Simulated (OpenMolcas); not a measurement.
# One shape, several levels: CH5BO2 (SMILES COBO)

Wanted: a comparison of 6 runs (M06-2X/cc-pVDZ, M06-L/cc-pVDZ, PBE/cc-pVDZ, TPSS/cc-pVDZ, revPBE/cc-pVDZ, CCSD(T)/cc-pVDZ) of CH5BO2. 

The calculation is run with OpenMolcas 26.06.

1 further run of the same task is left out (set aside as unsound or not needed).

## Step 1: The system as given

CH5BO2: 9 atoms, total charge 0, spin state singlet. As SMILES, `COBO`. One bond was lengthened or shortened from a relaxed shape.

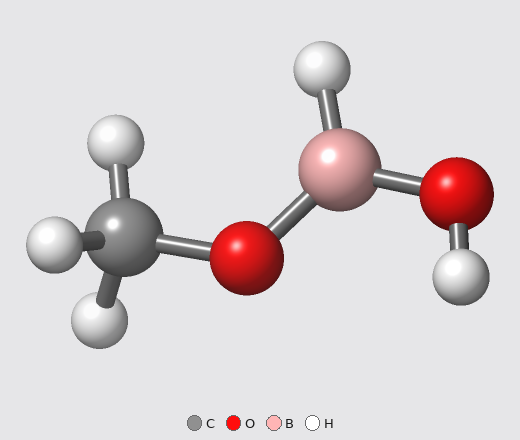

The structure, seen from a chosen angle (carbon grey, oxygen red, boron pink, hydrogen white).

## Step 2: The energy at M06-2X/cc-pVDZ (run 1)

job.inp reads:

```
&GATEWAY
 BASLIB
 $CurrDir
 COORD
 9
 angstrom
 C        0.405793       0.726058      -0.981753
 O        0.010493       0.378958       0.326647
 B       -0.010907      -0.909942       0.747247
 O       -0.400607      -1.194342       2.014147
 H        0.692093      -0.155642      -1.561953
 H        1.255393       1.410558      -0.930553
 H       -0.544800       1.307500      -1.561700
 H        0.307893      -1.814242       0.028047
 H       -0.634907      -0.402142       2.507847
 BASIS
 cc-pVDZ
 GROUP
 NoSym

&SEWARD
 GRIDINPUT
 Grid=UltraFine
 End of Grid

&SCF
 KSDFT
 M062X
 THRESHOLDS
 1e-10 1e-07 1e-07 1e-05
 PRORBITALS
 1 1
```

The basis set cc-pVDZ is read from a file made from the Basis Set Exchange's data (not shown).

The run is started by

```console
$ export MOLCAS_MEM=1860
$ pymolcas job.inp > job.log
```

The program printed:

```text
--- Start Module: gateway ---
[...]
--- Stop Module: gateway /rc=_RC_ALL_IS_WELL_ ---
--- Start Module: seward ---
[...]
      Basis functions           81
--- Stop Module: seward /rc=_RC_ALL_IS_WELL_ ---
[...]
--- Start Module: scf ---
[...]
       Convergence after  14 Iterations
[...]
::    Total KS-DFT energy                            -216.4146466250
[...]
      Total spin, S                                     0.0000000000
[...]
      Total electronic charge=   32.000000
      Total            charge=   -0.000000
[...]
      Dipole Moment (debye):
      Origin of the operator (angstrom)=   -0.0068   -0.2332    0.5389
                   X=  2.2791E-01               Y=  1.4464E+00               Z= -7.7013E-01           Total=  1.6544E+00
      Quadrupole Moment (debye*angstrom):
[...]
--- Stop Module: scf /rc=_RC_ALL_IS_WELL_ ---
[...]
```

It took 32 s on 1 thread of Intel Xeon Platinum 8375C at 2.90GHz (Ice Lake), shared host; peak memory 0.45 GiB.

## Step 3: The energy at M06-L/cc-pVDZ (run 2)

mol.xyz reads:

```xyz
9

C      0.405793     0.726058    -0.981753
O      0.010493     0.378958     0.326647
B     -0.010907    -0.909942     0.747247
O     -0.400607    -1.194342     2.014147
H      0.692093    -0.155642    -1.561953
H      1.255393     1.410558    -0.930553
H     -0.544800     1.307500    -1.561700
H      0.307893    -1.814242     0.028047
H     -0.634907    -0.402142     2.507847
```

test.input reads:

```
&GATEWAY
BasLib=$CurrDir
Coord=mol.xyz
Basis=cc-pVDZ
Group=NoSym
&SEWARD
GridInput
Grid=UltraFine
End of Grid
&SCF
KSDFT=M06L
Thresholds=1e-10 1e-07 1e-07 1e-05
PrOrbitals=1 1
```

The basis set cc-pVDZ is read from a file made from the Basis Set Exchange's data (not shown).

The run is started by

```console
$ export MOLCAS_MEM=1860
$ pymolcas test.input > test.log
```

The program printed:

```text
--- Start Module: gateway ---
[...]
--- Stop Module: gateway /rc=_RC_ALL_IS_WELL_ ---
--- Start Module: seward ---
[...]
      Basis functions           81
--- Stop Module: seward /rc=_RC_ALL_IS_WELL_ ---
[...]
--- Start Module: scf ---
[...]
       Convergence after  14 Iterations
[...]
::    Total KS-DFT energy                            -216.4703627349
[...]
      Total spin, S                                     0.0000000000
[...]
      Total electronic charge=   32.000000
      Total            charge=   -0.000000
[...]
      Dipole Moment (debye):
      Origin of the operator (angstrom)=   -0.0068   -0.2332    0.5389
                   X=  1.6583E-01               Y=  1.5081E+00               Z= -6.0164E-01           Total=  1.6322E+00
      Quadrupole Moment (debye*angstrom):
[...]
--- Stop Module: scf /rc=_RC_ALL_IS_WELL_ ---
[...]
```

Wall time 32 s (1 thread of Intel Xeon Platinum 8375C at 2.90GHz (Ice Lake), shared host); peak memory 0.45 GiB.

Runs 3 to 4 aren't shown in full; the table further down has their settings and results.

## Step 4: The energy at revPBE/cc-pVDZ (run 5)

coord.xyz reads:

```xyz
9

C      0.405793     0.726058    -0.981753
O      0.010493     0.378958     0.326647
B     -0.010907    -0.909942     0.747247
O     -0.400607    -1.194342     2.014147
H      0.692093    -0.155642    -1.561953
H      1.255393     1.410558    -0.930553
H     -0.544800     1.307500    -1.561700
H      0.307893    -1.814242     0.028047
H     -0.634907    -0.402142     2.507847
```

calc.inp reads:

```
* CH5BO2 Kohn-Sham DFT
&GATEWAY
BasLib=$CurrDir
Coord=coord.xyz
Basis=cc-pVDZ
Group=NoSym
&SEWARD
GridInput
Grid=UltraFine
End of Grid
&SCF
KSDFT=revPBE
Thresholds=1e-10 1e-07 1e-07 1e-05
PrOrbitals=0
```

The basis set cc-pVDZ is read from a file made from the Basis Set Exchange's data (not shown).

The run is started by

```console
$ export MOLCAS_MEM=1860
$ pymolcas calc.inp > calc.log
```

The program printed:

```text
--- Start Module: gateway ---
[...]
--- Stop Module: gateway /rc=_RC_ALL_IS_WELL_ ---
--- Start Module: seward ---
[...]
      Basis functions           81
--- Stop Module: seward /rc=_RC_ALL_IS_WELL_ ---
[...]
--- Start Module: scf ---
[...]
       Convergence after  16 Iterations
[...]
::    Total KS-DFT energy                            -216.4250291950
[...]
      Total spin, S                                     0.0000000000
[...]
      Total electronic charge=   32.000000
      Total            charge=   -0.000000
[...]
      Dipole Moment (debye):
      Origin of the operator (angstrom)=   -0.0068   -0.2332    0.5389
                   X=  1.5576E-01               Y=  1.4563E+00               Z= -5.1530E-01           Total=  1.5526E+00
      Quadrupole Moment (debye*angstrom):
[...]
--- Stop Module: scf /rc=_RC_ALL_IS_WELL_ ---
[...]
```

It took 25 s on 1 thread of Intel Xeon Platinum 8375C at 2.90GHz (Ice Lake), shared host; peak memory 0.45 GiB.

## Step 5: The energy at CCSD(T)/cc-pVDZ (run 6)

mol.input reads:

```
&GATEWAY
 BasLib
 $CurrDir
 Coord
 9
 angstrom
 C        0.405793       0.726058      -0.981753
 O        0.010493       0.378958       0.326647
 B       -0.010907      -0.909942       0.747247
 O       -0.400607      -1.194342       2.014147
 H        0.692093      -0.155642      -1.561953
 H        1.255393       1.410558      -0.930553
 H       -0.544800       1.307500      -1.561700
 H        0.307893      -1.814242       0.028047
 H       -0.634907      -0.402142       2.507847
 Basis
 cc-pVDZ
 Group
 NoSym

&SEWARD

&SCF
 Thresholds
 1e-10 1e-07 1e-07 1e-05
 PrOrbitals
 1 1

&RASSCF
 FileOrb
 $Project.ScfOrb
 Spin
 1
 Nactel
 0 0 0
 Inactive
 16
 Ras2
 0
 OutOrbitals
 Canonical
 OrbListing
 Nothing

&MOTRA
 JobIph
 Frozen
 4

&CCSDT
 CCT
 Triples
 2
 Iterations
 80
 Accuracy
 1e-08
 Extrapolation
 5 4
```

The basis set cc-pVDZ is read from a file made from the Basis Set Exchange's data (not shown).

The run is started by

```console
$ export MOLCAS_MEM=1860
$ pymolcas mol.input > mol.log
```

The program printed:

```text
--- Start Module: gateway ---
[...]
--- Stop Module: gateway /rc=_RC_ALL_IS_WELL_ ---
[...]
      Basis functions           81
[...]
       Convergence after  13 Iterations
[...]
::    Total SCF energy                               -215.2821065802
[...]
      Total spin, S                                     0.0000000000
[...]
      Number of active orbitals                  0
[...]
      Spin quantum number                      0.0
[...]
      Active orbitals                            0
[...]
      Number of CSFs                             1
[...]
      Number of root(s) required                 1
[...]
      Convergence after  4 iterations
[...]
      Natural orbitals and occupation numbers for root  1
      ************************************************************************************************************************
      *                                                    Final results                                                     *
      ************************************************************************************************************************
[...]
::    RASSCF root number  1 Total energy:   -215.28210658
[...]
      Total electronic charge=   32.000000
      Total            charge=   -0.000000
[...]
      Dipole Moment (debye):
      Origin of the operator (angstrom)=   -0.0068   -0.2332    0.5389
                   X=  3.4028E-01               Y=  1.3835E+00               Z= -9.8958E-01           Total=  1.7347E+00
      Quadrupole Moment (debye*angstrom):
[...]
--- Start Module: motra ---
[...]
--- Stop Module: motra /rc=_RC_ALL_IS_WELL_ ---
--- Start Module: ccsdt ---
[...]
      Convergence after                    16  Iterations
      Total energy (diff) :    -215.91863242      -0.00000001
[...]
 METHOD                       : CCSD+T(CCSD)+<T3(1)WT1> = CCSD(T)
[...]
       CCSD     =      -215.9186324187529
[...]
```

It took 47 s on 1 thread of Intel Xeon Platinum 8375C at 2.90GHz (Ice Lake), shared host; peak memory 0.45 GiB.

## Step 6: Overview of the runs

| run | level | integration grid | frozen core orbitals | energy (Eh) | dipole moment (D) of the reference | HOMO energy (eV) | LUMO energy (eV) | wall time |
| --- | --- | --- | --- | --- | --- | --- | --- | --- |
| 1 | M06-2X/cc-pVDZ | UltraFine | – | -216.414647 | 1.65 | -9.81 | 2.34 | 32 s |
| 2 | M06-L/cc-pVDZ | UltraFine | – | -216.470363 | 1.63 | -7.10 | 0.82 | 32 s |
| 3 | PBE/cc-pVDZ | UltraFine | – | -216.234273 | 1.58 | -6.75 | 0.33 | 25 s |
| 4 | TPSS/cc-pVDZ | UltraFine | – | -216.531225 | 1.59 | -6.85 | 0.55 | 35 s |
| 5 | revPBE/cc-pVDZ | UltraFine | – | -216.425029 | 1.55 | -6.71 | 0.42 | 25 s |
| 6 | CCSD(T)/cc-pVDZ | – | 4 | -215.934619 | 1.73 | -12.24 | 4.96 | 47 s |

## Step 7: Outcome

| quantity | value |
| --- | --- |
| run 6: total energy | -215.93462 Eh |
| run 6: dipole moment (mean-field density) | 1.73 D |
| run 6: HOMO energy (Hartree–Fock orbitals) | -12.24 eV |
| run 6: LUMO energy (Hartree–Fock orbitals) | 4.96 eV |
| run 6: HOMO–LUMO gap (Hartree–Fock orbitals) | 17.20 eV |
| run 6: correlation energy (4 core orbitals frozen) | -652.5 mEh |
| run 6: (T) correction | -15.99 mEh |

What this shows: Over runs 1, 2, 3, 4, 5 the dipole moment (its size) runs from 1.55 D (revPBE/cc-pVDZ) to 1.65 D (M06-2X/cc-pVDZ). Over runs 1, 2, 3, 4, 5 the HOMO–LUMO gap runs from 7.08 eV (PBE/cc-pVDZ) to 12.14 eV (M06-2X/cc-pVDZ). Totals of different functionals can't be ranked against each other. All runs together took 3.3 min, the longest 47 s.
